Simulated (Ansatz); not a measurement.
Nudged elastic band, with input and output: WNH₈F (part 1 of 2)

- system: WNH₈F
- method: RKS B3LYP-D4/def2-SVP (Ansatz 0.2.0)

The run did not end well. One setting was made poor on purpose. It belongs to a series of runs on one base structure; here: band between the two ends.

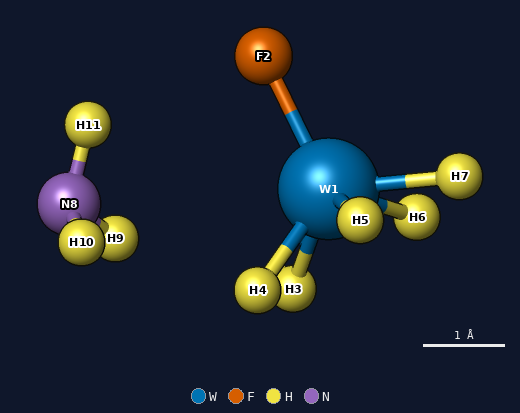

*The structure as given in the input (ball-and-stick view, seen at a tilt; atoms are numbered from 1 in the order of the input). Sticks mark near contacts.*

### Outcome

- outcome: not converged
- barrier, forward (band not converged): 2.249 eV
- barrier, backward: 0.703 eV
- hardware: 2 threads of Intel Xeon (Granite Rapids), 32 GiB of memory available, shared host
- wall time: 82 s (CPU time 2.6 min)
- peak memory: 0.23 GiB

The run did not converge: “NEB band did not converge after 10 iterations: max|band force component| = 1.19e0 eV/Å (threshold 5.0e-2); raise `neb.max_iterations` in a new run, which can start from the last band evaluated (`neb.initial_path`, with `crystal.atoms` and `neb.final_atoms` set to its first and last images), add images, or start from endpoints closer to local minima …” Its last values are not results. A deliberately poor setting: few iterations.

### The input
```yaml
crystal:
  periodic: [false, false, false]
  atoms:
    - { symbol: W, position_ang: [-0.119277, -0.106883, 0.090124] }
    - { symbol: F, position_ang: [-0.287711, -0.124798, 1.929309] }
    - { symbol: H, position_ang: [1.410134, 0.107599, -0.587898] }
    - { symbol: H, position_ang: [0.142549, 1.37004, -0.682024] }
    - { symbol: H, position_ang: [-1.451921, 0.5532, -0.701572] }
    - { symbol: H, position_ang: [0.608023, -1.49254, -0.534225] }
    - { symbol: H, position_ang: [-1.163177, -1.21493, -0.63119] }
    - { symbol: "N", position_ang: [1.944671, 2.027699, 1.631089] }
    - { symbol: H, position_ang: [2.483685, 1.343773, 1.104336] }
    - { symbol: H, position_ang: [1.329014, 2.531871, 0.9966] }
    - { symbol: H, position_ang: [1.396211, 1.559768, 2.348453] }
basis:
  gaussian: { orbitals: def2-SVP }
hamiltonian:
  xc: b3lyp
  dispersion: d4
neb:
  order_check: false
  images: 5
  f_tol: 0.05
  max_iterations: 10
  final_atoms:
    - { symbol: W, position_ang: [0.2704172, 0.23336975, -0.34853967] }
    - { symbol: F, position_ang: [0.15549364, 0.36191848, 2.51683669] }
    - { symbol: H, position_ang: [1.4056471, -0.67865089, 0.47869612] }
    - { symbol: H, position_ang: [-0.68026502, 1.44915719, 0.30145942] }
    - { symbol: H, position_ang: [-1.34763697, -0.15275136, 0.0083181] }
    - { symbol: H, position_ang: [-0.1819505, -1.34207714, 0.10783309] }
    - { symbol: H, position_ang: [0.54650084, 0.36230791, -2.05270936] }
    - { symbol: "N", position_ang: [1.52762518, 1.5375419, 0.52349036] }
    - { symbol: H, position_ang: [2.5017173, 1.33078499, 0.73849635] }
    - { symbol: H, position_ang: [1.32610617, 2.52974335, 0.63697086] }
    - { symbol: H, position_ang: [0.76854606, 0.92345483, 2.05215004] }
  initial_path:
    images:
      - { positions_ang: [[-0.119277, -0.106883, 0.090124], [-0.287711, -0.124798, 1.929309], [1.410134, 0.107599, -0.587898], [0.142549, 1.37004, -0.682024], [-1.451921, 0.5532, -0.701572], [0.608023, -1.49254, -0.534225], [-1.163177, -1.21493, -0.63119], [1.944671, 2.027699, 1.631089], [2.483685, 1.343773, 1.104336], [1.329014, 2.531871, 0.9966], [1.396211, 1.559768, 2.348453]] }
      - { positions_ang: [[-0.08119168, -0.07489061, 0.06722892], [-0.181687, -0.07196643, 2.02644], [1.51167107, 0.06998597, -0.39404666], [0.09128328, 1.4829371, -0.45912815], [-1.54287644, 0.36327614, -0.4513075], [0.40575068, -1.57187433, -0.337412], [-0.7863458, -0.82521231, -0.9867884], [1.81812647, 1.89797206, 1.32521915], [2.46057588, 1.34798816, 1.16340051], [1.35766613, 2.57295898, 0.81559837], [1.2392284, 1.36362426, 2.19379776]] }
      - { positions_ang: [[-0.04310637, -0.04289822, 0.04433385], [-0.075663, -0.01913486, 2.12357099], [1.61320814, 0.03237293, -0.20019532], [0.04001756, 1.59583421, -0.2362323], [-1.63383188, 0.17335228, -0.20104299], [0.20347837, -1.65120865, -0.140599], [-0.40951459, -0.43549461, -1.3423868], [1.69158194, 1.76824511, 1.01934929], [2.43746676, 1.35220331, 1.22246502], [1.38631827, 2.61404697, 0.63459675], [1.0822458, 1.16748053, 2.03914253]] }
      - { positions_ang: [[-0.00502105, -0.01090584, 0.02143877], [0.030361, 0.03369671, 2.22070199], [1.71474522, -0.0052401, -0.00634398], [-0.01124816, 1.70873131, -0.01333646], [-1.72478732, -0.01657157, 0.04922151], [0.00120605, -1.73054298, 0.05621399], [-0.03268339, -0.04577692, -1.69798521], [1.56503741, 1.63851817, 0.71347944], [2.41435765, 1.35641847, 1.28152953], [1.4149704, 2.65513495, 0.45359512], [0.9252632, 0.97133679, 1.88448729]] }
      - { positions_ang: [[0.0867917, 0.07051936, -0.10188738], [0.07207188, 0.14310397, 2.31941356], [1.61171251, -0.22971036, 0.15533606], [-0.23425378, 1.6222066, 0.0915955], [-1.59907054, -0.06196484, 0.03558704], [-0.05984613, -1.60105437, 0.07342036], [0.16037802, 0.09025136, -1.81622659], [1.55256667, 1.60485942, 0.65014974], [2.44347753, 1.34787398, 1.10051847], [1.38534899, 2.61333775, 0.51472037], [0.87302415, 0.95537614, 1.94037488]] }
      - { positions_ang: [[0.17860445, 0.15194455, -0.22521352], [0.11378276, 0.25251122, 2.41812512], [1.5086798, -0.45418063, 0.31701609], [-0.4572594, 1.5356819, 0.19652746], [-1.47335375, -0.1073581, 0.02195257], [-0.12089832, -1.47156575, 0.09062673], [0.35343943, 0.22627963, -1.93446798], [1.54009592, 1.57120066, 0.58682005], [2.47259742, 1.33932948, 0.91950741], [1.35572758, 2.57154055, 0.57584561], [0.82078511, 0.93941549, 1.99626246]] }
      - { positions_ang: [[0.2704172, 0.23336975, -0.34853967], [0.15549364, 0.36191848, 2.51683669], [1.4056471, -0.67865089, 0.47869612], [-0.68026502, 1.44915719, 0.30145942], [-1.34763697, -0.15275136, 0.0083181], [-0.1819505, -1.34207714, 0.10783309], [0.54650084, 0.36230791, -2.05270936], [1.52762518, 1.5375419, 0.52349036], [2.5017173, 1.33078499, 0.73849635], [1.32610617, 2.52974335, 0.63697086], [0.76854606, 0.92345483, 2.05215004]] }
```

Command:
```bash
ansatz run input.yaml --threads 2 --pin off --max-ram 3072MiB --backend cpu --events-out ev --progress --plain --runs-dir out
```

### What the program printed
```
Engine: ansatz 0.2.0, x86_64-unknown-linux-gnu
Functional definition: B3LYP
  parameter a0 = 0.2
  parameter ax = 0.72
  parameter ac = 0.81
  exchange = (1 - a0 - ax)*slater_x + ax*b88_x + a0*exact_x
  correlation = (1 - ac)*vwn_rpa_c + ac*lyp_c
1095 factors; integrals over basis functions are off by at most 5.7e-4 eV
mean field evaluation 1: about -6153.5242 eV, gradient 5.7e1 eV
mean field evaluation 2: about -6112.1285 eV, gradient 1.2e2 eV
mean field evaluation 4: about -6159.3654 eV, gradient 1.3e1 eV
mean field evaluation 8: about -6159.8357 eV, gradient 1.1e-1 eV
mean field evaluation 16: about -6159.8719 eV, gradient 5.8e-5 eV
mean field -6159.87194587 eV, -226.3711186994 hartree, gradient 1.2e-5 eV, S^2 0.000000; 0 other end points of the search recorded, 0 dependent functions left out
the calculation of the forces begins
reference -6159.87224496 eV, -226.3711296908 hartree; 19, 19 occupied and 81, 81 virtual orbitals, 1095 factors
1097 factors; integrals over basis functions are off by at most 9.8e-4 eV
mean field evaluation 32: about -6158.2932 eV, gradient 2.3e-4 eV
mean field -6158.29324114 eV, -226.3131023708 hartree, gradient 5.8e-5 eV, S^2 0.000000; 0 other end points of the search recorded, 0 dependent functions left out
[... from here on the field's lines of each further geometry are left out, up to the last ...]
NEB iter   1: max|band force component| = 1.543e1 eV/Å  barrier→ = 7.6245 eV  barrier← = 6.0783 eV  Δτ_max = 0.2000 Å  (273 SCF iters)
NEB iter   2: max|band force component| = 4.988e0 eV/Å  barrier→ = 4.1424 eV  barrier← = 2.5961 eV  Δτ_max = 0.2000 Å  (208 SCF iters)
NEB iter   3: max|band force component| = 3.328e0 eV/Å  barrier→ = 3.8635 eV  barrier← = 2.3173 eV  Δτ_max = 0.2000 Å  (191 SCF iters)
NEB iter   4: max|band force component| = 3.828e0 eV/Å  barrier→ = 3.2546 eV  barrier← = 1.7084 eV  Δτ_max = 0.1011 Å  (190 SCF iters)
NEB iter   5: max|band force component| = 1.819e0 eV/Å  barrier→ = 2.6556 eV  barrier← = 1.1093 eV  Δτ_max = 0.1950 Å  (187 SCF iters)
NEB iter   6: max|band force component| = 4.162e0 eV/Å  barrier→ = 2.0928 eV  barrier← = 0.5466 eV  Δτ_max = 0.0998 Å  (171 SCF iters)
NEB iter   7: max|band force component| = 1.475e0 eV/Å  barrier→ = 2.1435 eV  barrier← = 0.5972 eV  Δτ_max = 0.1958 Å  (172 SCF iters)
NEB iter   8: max|band force component| = 1.156e0 eV/Å  barrier→ = 2.1512 eV  barrier← = 0.6050 eV  Δτ_max = 0.1974 Å  (165 SCF iters)
NEB iter   9: max|band force component| = 1.372e0 eV/Å  barrier→ = 2.2632 eV  barrier← = 0.7170 eV  Δτ_max = 0.1002 Å  (162 SCF iters)
the calculation of the forces begins
reference -6159.30521634 eV, -226.3502917735 hartree; 19, 19 occupied and 81, 81 virtual orbitals, 1095 factors
these checks for a lower state are left out or cut short: starts, cluster_reference, orbital_swaps, neighbouring_geometries, increment
1096 factors; integrals over basis functions are off by at most 1.1e-3 eV
mean field -6157.59342643 eV, -226.2873846544 hartree, gradient 1.4e-5 eV, S^2 0.000000; 0 other end points of the search recorded, 0 dependent functions left out
the calculation of the forces begins
reference -6157.59373261 eV, -226.2873959064 hartree; 19, 19 occupied and 81, 81 virtual orbitals, 1096 factors
NEB iter  10: max|band force component| = 1.191e0 eV/Å  barrier→ = 2.2495 eV  barrier← = 0.7033 eV  Δτ_max = 0.0502 Å  (165 SCF iters)
```

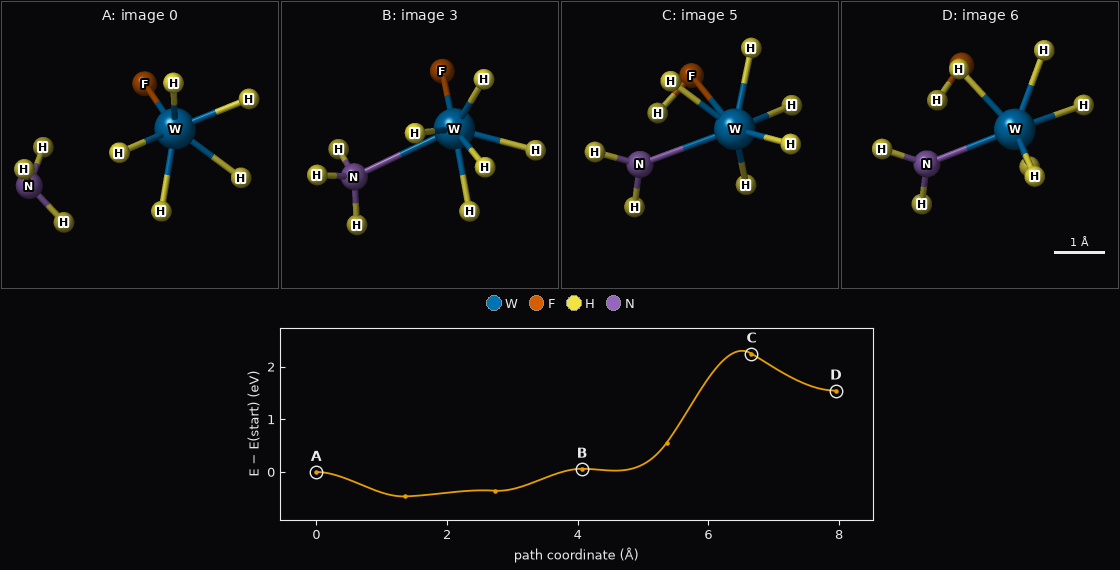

*Images of the last band (counted from 0; ball-and-stick, seen at a tilt) above the energy along the path; the line is a cubic interpolation that uses the forces.*

The highest image is number 5, 2.250 eV above the start and 0.703 eV above the end; the end lies 1.546 eV above the start. The path is 7.96 Å long. The band had not converged after 10 iterations.
